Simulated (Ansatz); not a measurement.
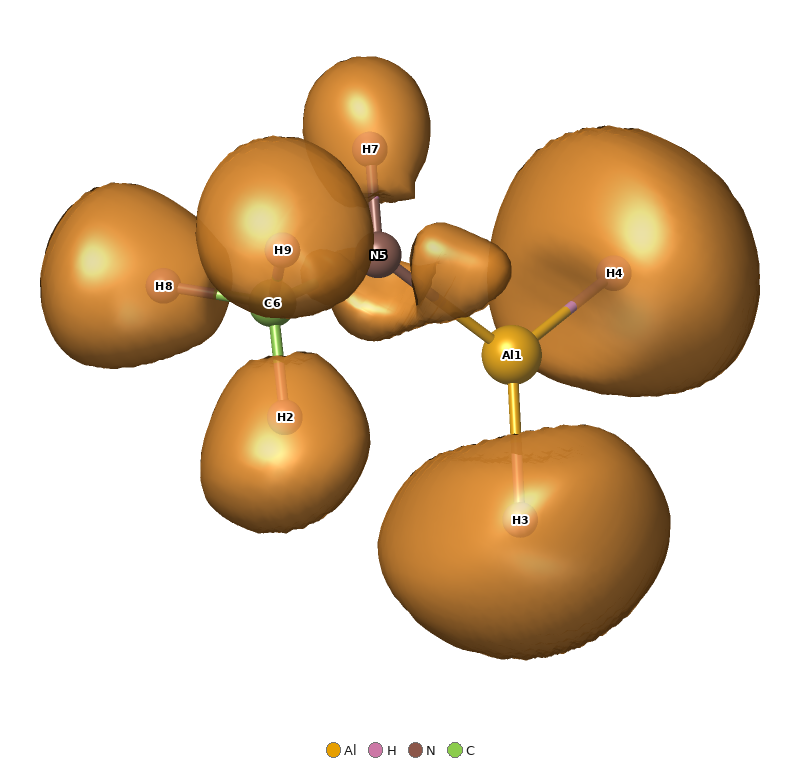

The picture shows: CH$_{6}$AlN. Isosurface of the electron localisation function at 0.85 (orange), seen at an oblique angle. Core shells and regions of very low density are left out.

The product side of a reaction path; geometry: PBE0-D4/def2-TZVP.

The calculation used Ansatz, RKS PBE0-D4/def2-TZVPP.

```xyz
9

Al   -1.3504    0.4826   -0.7838
H     0.7601   -1.4502   -0.1142
H    -1.6400   -0.8309   -1.6213
H    -2.2319    1.7980   -0.8230
N     0.0650    0.4796    0.2751
C     1.0247   -0.5812    0.4933
H     0.2789    1.3003    0.8228
H     1.0507   -0.9114    1.5386
H     2.0429   -0.2867    0.2126
```

Describe the localisation domains.

Answer. At this value the surface marks out one region between bonded C–N atoms (shared pairs), six regions around hydrogen nuclei and one lobe of the valence shell of N pointing towards Al. Along the contacts the grid gives the following. C–N (1.45 Å): the ELF peaks at about 0.90 between the atoms; a shared electron pair. Al–N (1.77 Å): the ELF peaks at about 0.90 in the valence shell of N, 0.6 Å from its nucleus, and is about 0.65 at the midpoint.
